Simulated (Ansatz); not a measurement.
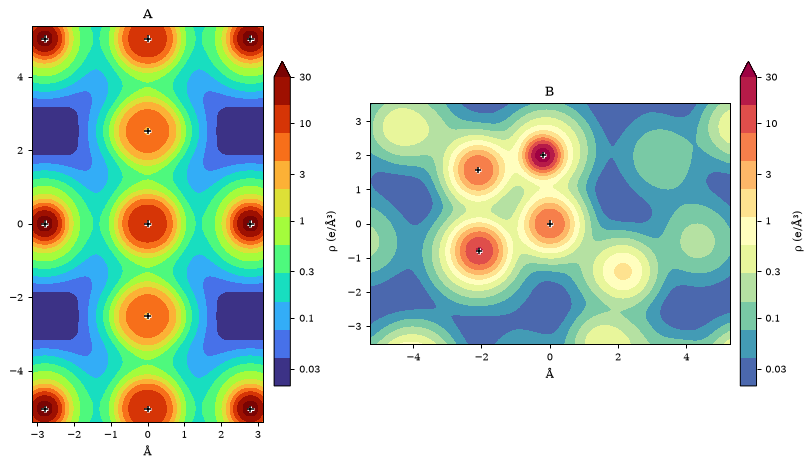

The valence charge density (pseudo) of 2 systems, each on a plane through atoms (crosses mark nuclei in the plane).

These are results of DFT PBE, scalar-relativistic, plane waves, PAW in Ansatz 0.2.0, not measurements.

System 1: PdWSe3, the (100) plane of the conventional cell. Space group P6/mmm; a structure generated by program, which may or may not match a known phase; spin-polarised.

```cif
data_structure
_symmetry_space_group_name_H-M 'P 1'
_symmetry_Int_Tables_number 1
_cell_length_a 5.6001
_cell_length_b 5.6001
_cell_length_c 5.0348
_cell_angle_alpha 90.000
_cell_angle_beta 90.000
_cell_angle_gamma 120.000
_cell_volume 136.74
loop_
_atom_site_label
_atom_site_type_symbol
_atom_site_fract_x
_atom_site_fract_y
_atom_site_fract_z
_atom_site_occupancy
Pd1 Pd 0.00000 0.00000 0.50000 1
W1 W 0.00000 0.00000 0.00000 1
Se1 Se 0.50000 0.00000 0.50000 1
Se2 Se 0.00000 0.50000 0.50000 1
Se3 Se 0.50000 0.50000 0.50000 1
```

System 2: Sn5GeO6, the (111) plane of the conventional cell. Space group P1; a structure generated by program, which may or may not match a known phase.

```
Sn Ge O
1.0
    -5.09775   -0.00138    0.00213
    -0.00104   -5.45218   -0.01741
    -0.02688   -2.34158    8.09245
Sn Ge O
5 1 6
Cartesian
  -1.2516 -5.3596 5.4048
  -1.1955 -2.4914 2.6829
  -3.9606 -5.1696 2.6794
  -3.9813 -2.6099 5.3680
  -3.9016 -2.6953 0.0094
  -1.0294 -2.4875 7.9460
  -5.0508 -1.2244 4.0301
  -0.2341 -3.9305 6.7872
  -5.0665 -3.6987 1.4520
  -0.1893 -3.9555 4.0953
  -5.0056 -6.7256 6.8084
  -4.9846 -0.9720 1.2191
```

> Which map belongs to which system?

Panel A is system 1, PdWSe3: the plane holds Pd, W and Se. Pd–W (2.52 Å): the density is about 0.54 e/Å³ at the midpoint. Panel B is system 2, Sn5GeO6: the plane holds Sn, Ge and O. Ge–O (1.95 Å): the density is about 0.72 e/Å³ at the midpoint.
